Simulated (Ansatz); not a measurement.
# CH₆ClFSi₂: small, medium and large basis sets

How large a basis does CH₆ClFSi₂ need? Two functionals are run in growing sets.

Program: Ansatz 0.2.0, Gaussian basis. Level of theory: one geometry, several basis sets. These are calculated values, not measurements.

The runs, in order: PBE0-D4/def2-SVP; ωB97M-V/def2-SVP; PBE0-D4/def2-QZVPP; ωB97M-V/def2-QZVPP; the functionals' def2-TZVPP values are taken from earlier runs.

## (1) Structure used throughout

The geometry comes from an earlier relaxation with PBE0-D4 in a triple-zeta def2 set; it is a stationary point, not always the lowest conformer.

SMILES `FC([SiH3])([SiH3])Cl`, 11 atoms, charge 0, spin multiplicity 1.

Atoms are counted from 1 here; the program's logs count them from 0.

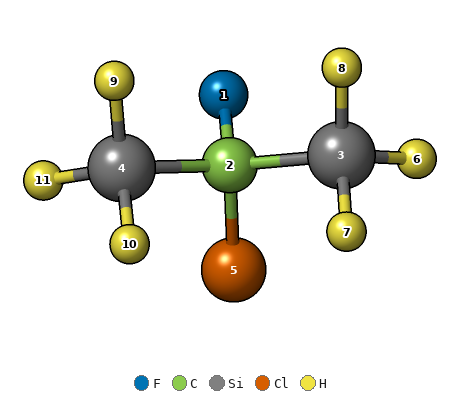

The geometry (fluorine blue, carbon green, silicon grey, chlorine orange, hydrogen yellow); atoms are numbered from 1 in the order of the file.

## (2) PBE0-D4 in def2-SVP

in.yaml

```yaml
crystal:
  periodic: [false, false, false]
  atoms:
    - {symbol: F, position_ang: [-1.645730, 0.964198, 0.105095]}
    - {symbol: C, position_ang: [-0.330241, 0.591563, -0.121495]}
    - {symbol: Si, position_ang: [0.514486, 0.250011, 1.555252]}
    - {symbol: Si, position_ang: [-0.298569, -0.820037, -1.405273]}
    - {symbol: Cl, position_ang: [0.526765, 1.986552, -0.861060]}
    - {symbol: H, position_ang: [0.441565, 1.480403, 2.377161]}
    - {symbol: H, position_ang: [1.920457, -0.134674, 1.284731]}
    - {symbol: H, position_ang: [-0.200304, -0.869993, 2.219252]}
    - {symbol: H, position_ang: [-1.042026, -1.977719, -0.845567]}
    - {symbol: H, position_ang: [1.118074, -1.190699, -1.636902]}
    - {symbol: H, position_ang: [-0.939178, -0.336805, -2.650594]}
basis:
  gaussian: {orbitals: def2-SVP}
hamiltonian: {xc: pbe0, dispersion: d4}
output: {orbitals: {seedname: orbitals}}
```

On the command line:

```bash
ansatz run in.yaml --threads 4 --pin off --events-out ev --progress --plain --max-ram 10444MiB
```

Log:

```text
Functional definition: PBE0
  name "PBE0"
  cite "Adamo & Barone, J. Chem. Phys. 110, 6158 (1999) doi:10.1063/1.478522"
  cite "Perdew, Burke & Ernzerhof, Phys. Rev. Lett. 77, 3865 (1996) doi:10.1103/PhysRevLett.77.3865"
  parent pbe
  parameter a = 0.25
  parameter kappa = 0.804
  parameter beta = 0.06672455060314922
  exchange = (1 - a)*pbe_x(kappa = kappa, mu = beta*pi^2/3) + a*exact_x
  correlation = pbe_c(beta = beta)
1070 factors; integrals over basis functions are off by at most 1.2e-3 eV
mean field evaluation 1: about -32101.2347 eV, gradient 2.0e1 eV
mean field evaluation 2: about -32101.0768 eV, gradient 2.4e1 eV
mean field evaluation 4: about -32102.0714 eV, gradient 4.7e-1 eV
mean field evaluation 8: about -32102.1694 eV, gradient 5.8e-2 eV
mean field evaluation 16: about -32102.1694 eV, gradient 5.6e-5 eV
mean field -32102.16937202 eV, -1179.7329647897 hartree, gradient 5.6e-5 eV, S^2 0.000000; 0 other end points of the search recorded, 0 dependent functions left out
reference -32102.16939901 eV, -1179.7329657817 hartree; 33, 33 occupied and 79, 79 virtual orbitals, 1070 factors
Total energy: -32102.42778661 eV, -1179.7424613510 hartree
```

Run time: 0.65 s. Hardware: 4 threads of AMD EPYC 9R45, shared host.

## (3) ωB97M-V in def2-SVP

Edit in.yaml of step 2 so:

```diff
@@ -16,3 +16,3 @@
   gaussian: {orbitals: def2-SVP}
-hamiltonian: {xc: pbe0, dispersion: d4}
+hamiltonian: {xc: {name: wB97M-V}}
 output: {orbitals: {seedname: orbitals}}
```

Same command.

Log, cut to the lines that bear on the results:

```text
Functional definition: wB97M-V
  name "wB97M-V"
  cite "Mardirossian & Head-Gordon, J. Chem. Phys. 144, 214110 (2016) doi:10.1063/1.4952647"
  cite "Becke, J. Chem. Phys. 107, 8554 (1997) doi:10.1063/1.475007"
  cite "Vydrov & Van Voorhis, J. Chem. Phys. 133, 244103 (2010) doi:10.1063/1.3521275"
  # Of w^i u^j: cxij and so on, Table III.
[...]
  gx(w, u) = 1 - cx + cx01*u + cx10*w
  gss(w, u) = css00 + css04*u^4 + css10*w + css20*w^2 + css43*w^4*u^3
  gos(w, u) = cos00 + cos10*w + (cos20 + cos21*u)*w^2 + (cos60 + cos61*u)*w^6
[...]
      + integral(e_c_pw_mod_opposite_spin*gos(b97_w_opposite, b97_u_opposite)) + vv10(b, c)
1070 factors; integrals over basis functions are off by at most 1.2e-3 eV
348 factors; integrals over basis functions are off by at most 6.2e-6 eV
[...]
mean field -32113.62203234 eV, -1180.1538422936 hartree, gradient 4.2e-5 eV, S^2 0.000000; 0 other end points of the search recorded, 0 dependent functions left out
reference -32113.62207577 eV, -1180.1538438899 hartree; 33, 33 occupied and 79, 79 virtual orbitals, 1070 factors
Total energy: -32113.62207577 eV, -1180.1538438899 hartree
```

Run time: 2.2 s. Hardware: 4 threads of AMD EPYC 9R45, shared host.

## (4) PBE0-D4 in def2-QZVPP

Edit in.yaml of step 3 so:

```diff
@@ -15,4 +15,4 @@
 basis:
-  gaussian: {orbitals: def2-SVP}
-hamiltonian: {xc: {name: wB97M-V}}
+  gaussian: {orbitals: "def2-QZVPP.json"}
+hamiltonian: {xc: pbe0, dispersion: d4}
 output: {orbitals: {seedname: orbitals}}
```

The command is unchanged.

Log:

```text
Functional definition: PBE0
  name "PBE0"
  cite "Adamo & Barone, J. Chem. Phys. 110, 6158 (1999) doi:10.1063/1.478522"
  cite "Perdew, Burke & Ernzerhof, Phys. Rev. Lett. 77, 3865 (1996) doi:10.1103/PhysRevLett.77.3865"
  parent pbe
  parameter a = 0.25
  parameter kappa = 0.804
  parameter beta = 0.06672455060314922
  exchange = (1 - a)*pbe_x(kappa = kappa, mu = beta*pi^2/3) + a*exact_x
  correlation = pbe_c(beta = beta)
1862 factors; their error is unknown
mean field evaluation 1: about -32115.7510 eV, gradient 3.0e1 eV
mean field evaluation 2: about -32114.3632 eV, gradient 4.0e1 eV
mean field evaluation 4: about -32117.6848 eV, gradient 1.1e0 eV
mean field evaluation 8: about -32117.6867 eV, gradient 6.0e-2 eV
mean field evaluation 16: about -32117.7118 eV, gradient 1.1e-5 eV
mean field -32117.71181594 eV, -1180.3041390688 hartree, gradient 1.1e-5 eV, S^2 0.000000; 0 other end points of the search recorded, 0 dependent functions left out
reference -32117.71186046 eV, -1180.3041407049 hartree; 33, 33 occupied and 471, 471 virtual orbitals, 1862 factors
Total energy: -32117.97024806 eV, -1180.3136362742 hartree
```

Wall time 4.9 s (4 threads of AMD EPYC 9R45, shared host); peak memory 2.3 GiB.

## (5) ωB97M-V in def2-QZVPP

Edit in.yaml of step 4 so:

```diff
@@ -16,3 +16,3 @@
   gaussian: {orbitals: "def2-QZVPP.json"}
-hamiltonian: {xc: pbe0, dispersion: d4}
+hamiltonian: {xc: {name: wB97M-V}}
 output: {orbitals: {seedname: orbitals}}
```

Launched as before.

Log, cut to the lines that bear on the results:

```text
Functional definition: wB97M-V
  name "wB97M-V"
  cite "Mardirossian & Head-Gordon, J. Chem. Phys. 144, 214110 (2016) doi:10.1063/1.4952647"
  cite "Becke, J. Chem. Phys. 107, 8554 (1997) doi:10.1063/1.475007"
  cite "Vydrov & Van Voorhis, J. Chem. Phys. 133, 244103 (2010) doi:10.1063/1.3521275"
  # Of w^i u^j: cxij and so on, Table III.
[...]
  gx(w, u) = 1 - cx + cx01*u + cx10*w
  gss(w, u) = css00 + css04*u^4 + css10*w + css20*w^2 + css43*w^4*u^3
  gos(w, u) = cos00 + cos10*w + (cos20 + cos21*u)*w^2 + (cos60 + cos61*u)*w^6
[...]
      + integral(e_c_pw_mod_opposite_spin*gos(b97_w_opposite, b97_u_opposite)) + vv10(b, c)
1806 factors; their error is unknown
394 factors; integrals over basis functions are off by at most 1.8e-5 eV
[...]
mean field -32129.22738766 eV, -1180.7273285239 hartree, gradient 3.9e-5 eV, S^2 0.000000; 0 other end points of the search recorded, 0 dependent functions left out
reference -32129.22745930 eV, -1180.7273311566 hartree; 33, 33 occupied and 471, 471 virtual orbitals, 1806 factors
Total energy: -32129.22745930 eV, -1180.7273311566 hartree
```

It took 9.5 s on 4 threads of AMD EPYC 9R45, shared host; peak memory 2.7 GiB.

## (6) Density functionals: the series

The def2-TZVPP values come from earlier runs at the same geometry.

| functional | basis | functions | energy (eV) | from the largest (eV) | HOMO (eV) | LUMO (eV) |
| --- | --- | --- | --- | --- | --- | --- |
| PBE0-D4 | def2-SVP | 112 | -32102.4278 | 15.542 | -7.85 | -0.05 |
| PBE0-D4 | def2-TZVPP | 272 | -32116.8637 | 1.107 | -7.94 | -0.42 |
| PBE0-D4 | def2-QZVPP | 504 | -32117.9702 | 0.000 | -7.96 | -0.51 |
| ωB97M-V | def2-SVP | 112 | -32113.6221 | 15.605 | -10.04 | 1.94 |
| ωB97M-V | def2-TZVPP | 272 | -32128.1898 | 1.038 | -10.16 | 1.40 |
| ωB97M-V | def2-QZVPP | 504 | -32129.2275 | 0.000 | -10.19 | 1.23 |

## (7) What came out

| quantity | value |
| --- | --- |
| PBE0-D4: double and triple zeta above quadruple | 15.54, 1.11 eV |
| ωB97M-V: double and triple zeta above quadruple | 15.61, 1.04 eV |

What this shows: For PBE0-D4 the step from double to triple zeta gains 14.44 eV and the next only 1.11 eV. Total energies overstate the basis error of differences, where much of it tends to cancel. The LUMO of ωB97M-V is positive and keeps falling with the basis (1.94 to 1.23 eV): an unbound level that the basis holds in place.

For PBE0-D4 the largest set took about 7 times as long as the smallest (4.9 s against 0.65 s).
